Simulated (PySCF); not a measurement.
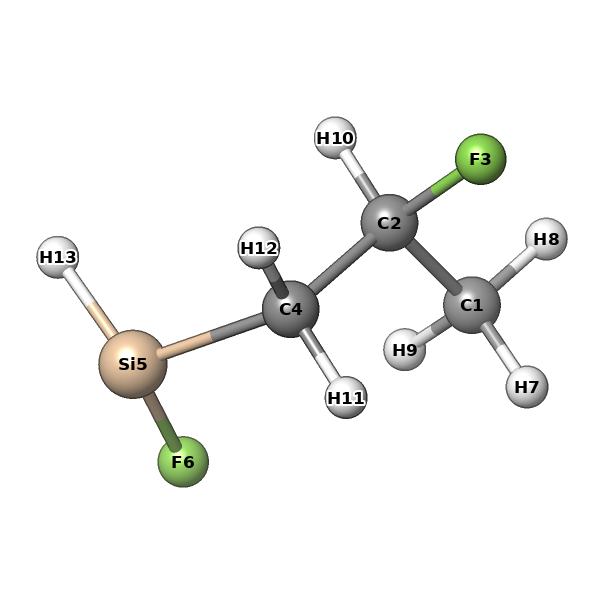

The species is neutral and a spin doublet. The computed structure is the end point of a GFN2-xTB optimisation. No frequency run is at hand to confirm it as a minimum. Method: UKS B3LYP, pcH-1 on C F H Si, non-relativistic (PySCF 2.14.0). Fermi-contact and spin-dipolar terms alone, no spin-orbit part.

Which nucleus has the largest dipolar (anisotropic) hyperfine coupling?

19F at F6: principal values −131.7, −128.0, 259.8 MHz.

List the isotropic and dipolar parts for the most strongly coupled nuclei, one of each equivalent set.

```
atom  isotope  a_iso (MHz)     dipolar part (MHz)
  F6      19F        131.1  −131.7, −128.0, 259.8
 Si5     29Si       −620.4     −161.7, 80.4, 81.2
  F3      19F         40.0     −26.4, −23.4, 49.8
  C4      13C         46.0       −6.6, −6.3, 12.9
 H13       1H        116.9         −8.4, 0.4, 8.0
 H11       1H         −1.8        −5.1, −2.5, 7.6
 H12       1H         −3.7        −5.2, −2.3, 7.5
  C2      13C         44.0        −2.5, −2.1, 4.6
```

The geometry is semi-empirical. Around Si such bond lengths and angles can be off by a tenth of an ångström or more and by several degrees, and values that hang on the shape move with them.
